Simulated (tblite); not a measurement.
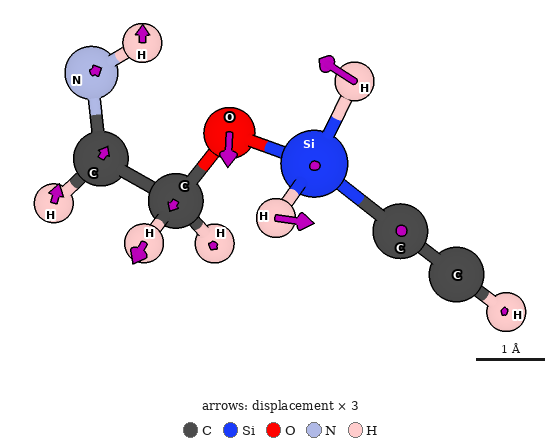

This is a relaxation of C$_{4}$H$_{7}$NOSi. The starting structure is drawn; purple arrows show the displacements, 3 times their true length. The two geometries are superimposed by the best rigid fit.

Style: ball-and-stick. Shown from a free direction.

These are results of GFN2-xTB geometry optimisation, gas phase in tblite, not measurements. 

What did the optimiser do to the structure, and how much energy did it gain?

Answer. An H atom moves most after the best rigid fit: 0.33 Å. Largest moves by element: H 0.33 Å, O 0.20 Å, C 0.08 Å, N 0.07 Å, Si 0.05 Å. Near-neighbour distances that change, for instance: O–Si 1.681 → 1.626 Å, C–N 1.292 → 1.249 Å, H–Si 1.481 → 1.454 Å, C–Si 1.874 → 1.856 Å. Among the angles between lasting bonds that change: Si–O–C 118.1° → 129.3°, O–Si–H 108.2° → 99.0°, H–Si–H 108.6° → 116.4°. After 45 geometry steps the energy has fallen by 24.0 kJ/mol.
